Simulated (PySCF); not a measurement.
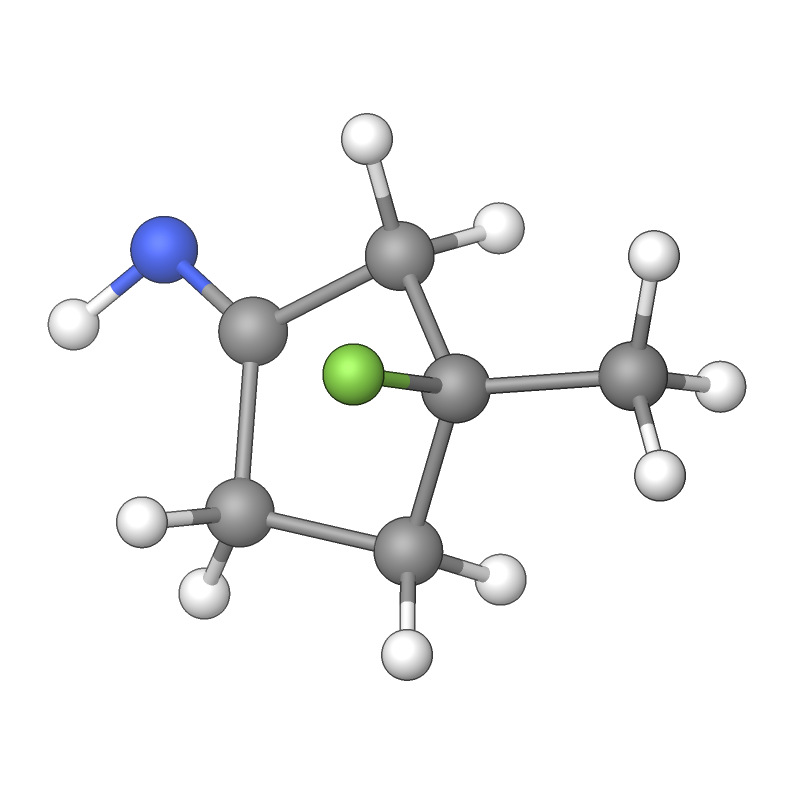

A ball-and-stick model of a molecule. Colours: carbon grey, fluorine green, nitrogen blue, hydrogen white.

The geometry was computed by an optimisation with PBE0-D3(BJ)/def2-SVP. No frequency run is at hand to confirm it as a minimum.

Identify the structure.

Formula C6H10FN. Its SMILES string is `[H]/N=C1\CC[C@](C)(F)C1`. Independent rings (smallest set): 1 of 5 members. Among its groups: imine, C–F bond. This geometry has C1 symmetry. Coordination: 5 C tetrahedral; 1 C trigonal planar; 1 N bent.

The parts below concern this one geometry. Atoms keep their numbers from picture to picture.

## Geometry

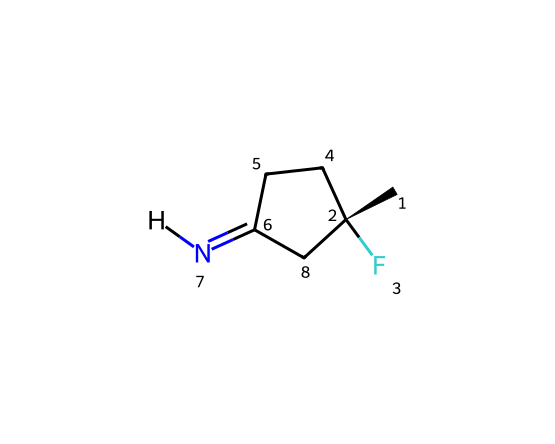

A structural formula, with wedges where it has stereocentres; small numbers name the atoms. The configuration is that of a computed structure (PBE0-D3(BJ)/def2-SVP).

Give the R/S and E/Z labels.

C2: S; C6=N7: E.

## Levels of theory compared

No frequency run is at hand to confirm it as a minimum. Program: PySCF 2.14.0.

At this fixed geometry, give HOMO energy (eV), dipole (D), HOMO–LUMO gap (eV) at these levels: B3LYP/def2-SVPD; B3LYP/pcJ-1; PBE0/pcSseg-1; mPW1PW91/pcSseg-1.

```
            level  HOMO energy (eV)  dipole (D)  HOMO–LUMO gap (eV)
  B3LYP/def2-SVPD             −7.18        2.82                6.69
      B3LYP/pcJ-1             −7.08        2.69                6.76
    PBE0/pcSseg-1             −7.35        2.71                7.27
mPW1PW91/pcSseg-1             −7.40        2.73                7.28
```

## Core levels

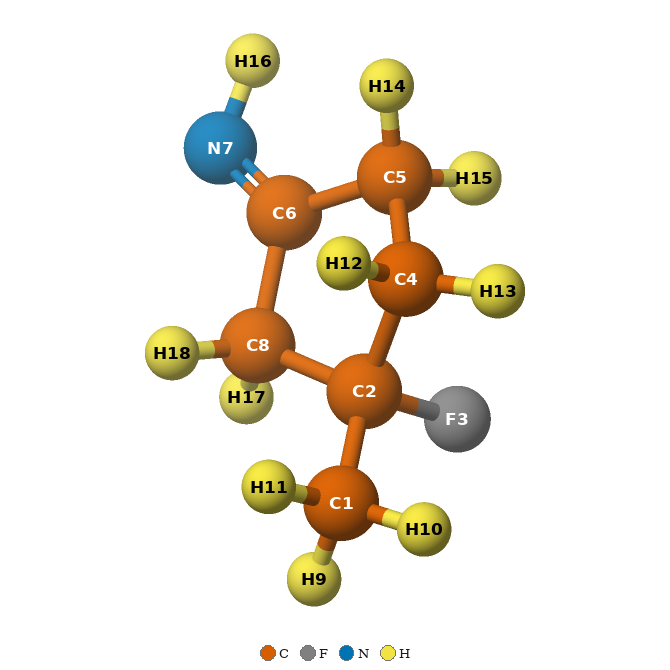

No frequency run is at hand to confirm it as a minimum. Properties computed with delta-SCF UKS SCAN, pcX-2 on the ionised atom, pcseg-1 elsewhere, spin-free X2C (PySCF 2.14.0).

Give the core-electron binding energies (to vacuum) of C1 1s, C2 1s, F3 1s, C4 1s, C5 1s, C6 1s, N7 1s, C8 1s.

```csv
atom,level,binding energy (eV)
C1,1s,291.0
C2,1s,292.9
F3,1s,691.9
C4,1s,290.9
C5,1s,290.9
C6,1s,291.9
N7,1s,404.2
C8,1s,290.7
```

## Excitation

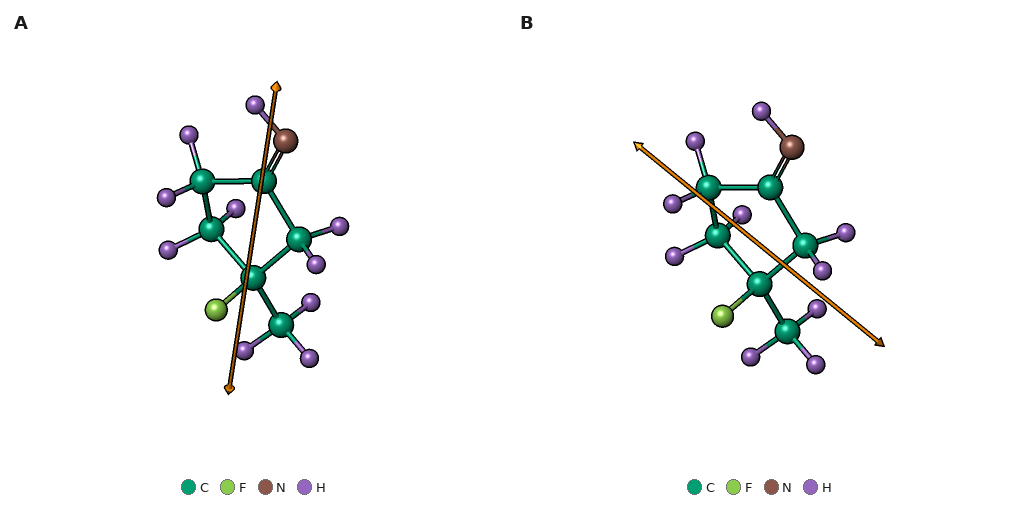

The double arrows show the directions of two transition dipoles from the ground state (lengths mean nothing). No frequency run is at hand to confirm it as a minimum. Level of theory: TDDFT B3LYP/def2-SVPD, vertical, gas phase, core orbitals frozen in the response (PySCF 2.14.0).

One belongs to singlet state 2 and one to singlet state 8. Which is which?

A: state 8, 7.88 eV (157 nm), oscillator strength 0.028, mainly HOMO → LUMO+4 (weight 0.91).
B: state 2, 6.61 eV (188 nm), oscillator strength 0.022, mainly HOMO → LUMO+1 (weight 0.92).
